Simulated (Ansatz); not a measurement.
**Response to strain in AlRu**

The reference is AlRu in the CsCl type structure (space group Pm-3m, No. 221; relaxed with 0.1 eV smearing).

```
CELL_PARAMETERS angstrom
      2.98315     0.00000     0.00000
      0.00000     2.98315     0.00000
      0.00000     0.00000     2.98315
ATOMIC_POSITIONS crystal
  Al 0.50000 0.50000 0.50000
  Ru 0.00000 0.00000 0.00000
```

Strains are applied to the cell and any free atomic positions relax.

All numbers come from plane-wave PAW DFT at the r2SCAN level (Ansatz, an electronic-structure program, 500 eV), no SOC.

Notes on the quantities. energy relative to the base: free energy F.

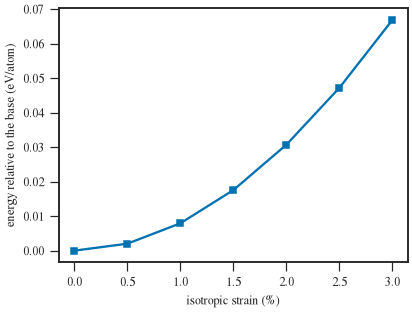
Energy relative to the base against isotropic strain

Question: From the plot, what is the energy relative to the base for isotropic strain +3.00 %?

Answer: About 0.067 eV/atom.

Question: Is the trend monotonic over the range shown?

Answer: Yes, it rises throughout, spanning 0 meV/atom to +67 meV/atom.

Whether these cells are dynamically stable was not tested. The final runs are not spin-polarised.
